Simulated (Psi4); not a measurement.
# BH3Cl− (SMILES [BH3-]Cl): MP2/def2-TZVPD (density fitting, density fitting for correlation, sweep point 4)

Aim: the energy change on altering one bond length of BH3Cl− at MP2/def2-TZVPD (density fitting, density fitting for correlation, sweep point 4), from 2 runs. 

The calculation is run with Psi4 1.11.

### 1 The system as given

BH3Cl− has 5 atoms, charge -1, and is taken as a singlet. As SMILES, `[BH3-]Cl`. The shape is that of a GFN2-xTB optimisation.

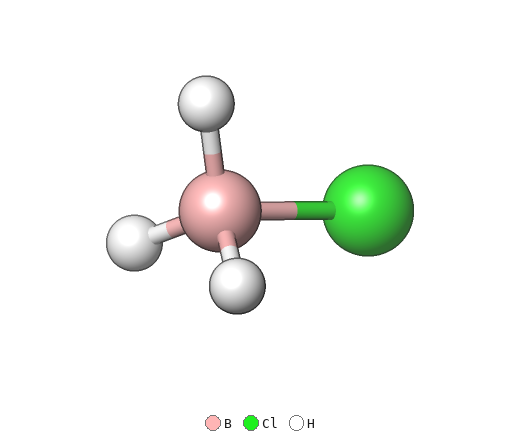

The structure, seen from a chosen angle (boron pink, chlorine green, hydrogen white).

### 2 The energy at MP2/def2-TZVPD (density fitting, density fitting for correlation, sweep point 4)

The input, input.dat:

```
memory 1600 mb

molecule {
  -1 1
  B      0.15569454    -0.09046119     0.25687047
  Cl    -1.59844374     0.93815453    -2.63989070
  H      2.31128623    -0.48116207    -0.38374668
  H     -0.86946299    -1.98676356     1.00671380
  H      0.00094486     1.62023228     1.76007202
  units au
  symmetry c1
}

set puream true
set scf_type df
set num_frozen_docc 6

e, wfn = energy("mp2/def2-TZVPD", return_wfn=True)
```

Command:

```console
$ psi4 input.dat output.dat -n 1
```

output.dat:

```text
[...]
  Running in c1 symmetry.
[...]
  Nuclear repulsion =   42.159747981441846
[...]
  Multiplicity = 1
[...]
  Nalpha       = 13
  Nbeta        = 13
[...]
    Number of basis functions: 110
[...]
   @DF-RHF iter   1:  -485.93418284897746   -5.80997e-01   2.76845e-03 DIIS/ADIIS
[...]
   @DF-RHF iter  10:  -485.99471275098847   -2.37037e-11   6.44291e-09 DIIS
[...]
    Orbital Energies [Eh]
    ---------------------
    Doubly Occupied:
       1A   -104.577787     2A    -10.307590     3A     -7.774382
       4A     -7.773697     5A     -7.773697     6A     -7.350788
       7A     -0.846703     8A     -0.476624     9A     -0.283945
      10A     -0.283761    11A     -0.260720    12A     -0.184600
      13A     -0.184455
[...]
  @DF-RHF Final Energy:  -485.99471275098847
   => Energetics <=
    Nuclear Repulsion Energy =             42.1597479814418463
    One-Electron Energy =                -760.1514262176954162
    Two-Electron Energy =                 231.9969654852651502
    Total Energy =                       -485.9947127509884695
[...]
 Multipole Moments:
 ------------------------------------------------------------------------------------
     Multipole            Electronic (a.u.)      Nuclear  (a.u.)        Total (a.u.)
 ------------------------------------------------------------------------------------
 L = 1.  Multiply by 2.5417464519 to convert [e a0] to [Debye]
 Dipole X            :         -2.4818963            1.9486359           -0.5332604
 Dipole Y            :          1.4578693           -1.1446960            0.3131733
 Dipole Z            :         -4.0992965            3.2185326           -0.8807639
 Magnitude           :                                                    1.0761920
[...]
```

Run time: 1.9 s. Hardware: 1 thread of Intel Xeon Platinum 8488C (Sapphire Rapids), shared host; peak memory 0.22 GiB.

### 3 The distorted shape

The input, calc.in:

```
memory 1600 mb

molecule molecule1 {
  -1 1
  B      1.03273155    -0.60475015     1.70519815
  Cl    -1.59844374     0.93815453    -2.63989070
  H      3.18832324    -0.99545103     1.06458099
  H      0.00757402    -2.50105253     2.45504147
  H      0.87798188     1.10594332     3.20839969
  units au
  symmetry c1
}

set basis def2-TZVPD
set reference rhf
set puream true
set scf_type df
set num_frozen_docc 6

e_tot, wfn = energy("mp2", return_wfn=True)
print_variables()
```

Command:

```console
$ psi4 -n 1 calc.in calc.out
```

calc.out:

```text
[...]
  Running in c1 symmetry.
[...]
  Nuclear repulsion =   31.402341662255587
[...]
  Multiplicity = 1
[...]
  Nalpha       = 13
  Nbeta        = 13
[...]
    Number of basis functions: 110
[...]
   @DF-RHF iter   1:  -485.92325821069528   -1.06422e+00   2.61501e-03 DIIS/ADIIS
[...]
   @DF-RHF iter  11:  -485.97116870688541   -2.10321e-12   1.81194e-09 DIIS
[...]
    Orbital Energies [Eh]
    ---------------------
    Doubly Occupied:
       1A   -104.546610     2A    -10.272760     3A     -7.739219
       4A     -7.739033     5A     -7.739033     6A     -7.445466
       7A     -0.775830     8A     -0.527028     9A     -0.305988
      10A     -0.305657    11A     -0.195431    12A     -0.188511
      13A     -0.188508
[...]
  @DF-RHF Final Energy:  -485.97116870688541
   => Energetics <=
    Nuclear Repulsion Energy =             31.4023416622555871
    One-Electron Energy =                -738.8088733669004569
    Two-Electron Energy =                 221.4353629977594835
    Total Energy =                       -485.9711687068853507
[...]
 Multipole Moments:
 ------------------------------------------------------------------------------------
     Multipole            Electronic (a.u.)      Nuclear  (a.u.)        Total (a.u.)
 ------------------------------------------------------------------------------------
 L = 1.  Multiply by 2.5417464519 to convert [e a0] to [Debye]
 Dipole X            :         -2.5674436            2.6859230            0.1184794
 Dipole Y            :          1.5079139           -1.5770365           -0.0691225
 Dipole Z            :         -4.2404929            4.4360790            0.1955861
 Magnitude           :                                                    0.2388916
[...]
```

It took 1.8 s on 1 thread of Intel Xeon Platinum 8488C (Sapphire Rapids), shared host; peak memory 0.22 GiB.

### 4 Outcome

Level: MP2/def2-TZVPD (density fitting, density fitting for correlation, sweep point 4), 6 core orbitals frozen.

| quantity | value |
| --- | --- |
| first shape: total energy | -486.32693 Eh |
| first shape: HOMO energy (Hartree–Fock orbitals) | -5.02 eV |
| first shape: LUMO energy (Hartree–Fock orbitals) | 4.81 eV |
| first shape: HOMO–LUMO gap (to an unbound level, set by the basis) | 9.83 eV |
| first shape: correlation energy (6 core orbitals frozen) | -332.2 mEh |
| distorted shape: total energy | -486.28838 Eh |
| distorted shape: HOMO energy (Hartree–Fock orbitals) | -5.13 eV |
| distorted shape: LUMO energy (Hartree–Fock orbitals) | 4.52 eV |
| distorted shape: HOMO–LUMO gap (to an unbound level, set by the basis) | 9.65 eV |
| distorted shape: correlation energy (6 core orbitals frozen) | -317.2 mEh |
| energy change with the B1–Cl2 bond stretched from 1.873 to 2.809 Å | 1.049 eV |

**Reading.** With the B1–Cl2 bond stretched from 1.873 to 2.809 Å the energy rises by 1.05 eV (24 kcal/mol). The first shape isn't relaxed at this level, so the change isn't measured from a minimum.
